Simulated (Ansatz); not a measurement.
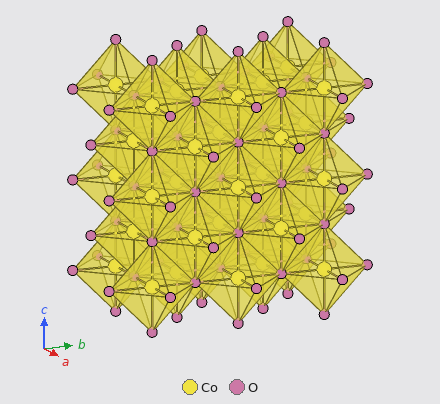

Polyhedra are drawn about Co (bonds: Co–O below 2.4 Å); other atoms are plain spheres.

System CoO (space group Fm-3m, No. 225); source of the atomic positions: the input geometry of an electronic-structure calculation (not necessarily at equilibrium).

Question: What figure surrounds each Co atom, and what does it share with the other drawn polyhedra?

Answer: Co: CoO6 octahedron, sharing corners with six neighbours and edges with twelve neighbours.

Question: How do these polyhedra hang together as a whole?

Answer: They form a three-dimensional framework of corner- and edge-sharing octahedra.
